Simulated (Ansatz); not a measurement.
The calculation's input:

```
crystal:
  periodic: [false, false, false]
  atoms:
    - {symbol: Al, position_ang: [-1.186845, 0.223930, -1.017798]}
    - {symbol: O, position_ang: [0.373774, -0.789137, -1.218745]}
    - {symbol: H, position_ang: [-1.152200, 1.384363, -2.121809]}
    - {symbol: H, position_ang: [-2.370193, -0.865242, -1.052626]}
    - {symbol: H, position_ang: [0.702566, 0.251199, 1.105564]}
    - {symbol: N, position_ang: [-0.884262, 0.924493, 0.705964]}
    - {symbol: H, position_ang: [1.078640, -0.735567, -0.226298]}
    - {symbol: N, position_ang: [1.541824, -0.371808, 0.890686]}
    - {symbol: H, position_ang: [0.294487, -1.646583, -1.638428]}
    - {symbol: H, position_ang: [-0.884801, 1.937298, 0.743318]}
    - {symbol: H, position_ang: [-1.553348, 0.618055, 1.403245]}
    - {symbol: H, position_ang: [1.643942, -1.098993, 1.587002]}
    - {symbol: H, position_ang: [2.396416, 0.167992, 0.839926]}
basis:
  gaussian: {orbitals: def2-TZVPP}
hamiltonian: {xc: pbe0, dispersion: d4}
output: {orbitals: {seedname: orbitals}}
```

Run with:

```sh
ansatz run in.yaml --threads 4 --pin off --events-out ev --progress --plain --max-ram 9574MiB
```

A transition-state structure; geometry: PBE0-D4/def2-TZVP.

Theory: Ansatz, RKS PBE0-D4/def2-TZVPP.

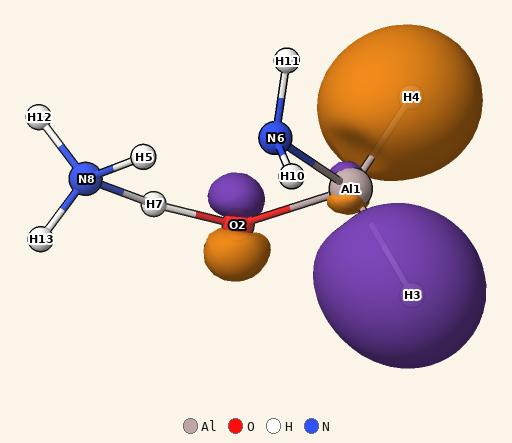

AlH9N2O. The HOMO at ±0.15 Å⁻³ᐟ² (orange and purple are the two phases), seen from one side.

### Where does this orbital lie, and at what energy?

By Hirshfeld shares it lies mainly on H3 (about 30 %), Al1 (about 30 %) and H4 (about 30 %). Its energy is −6.74 eV.
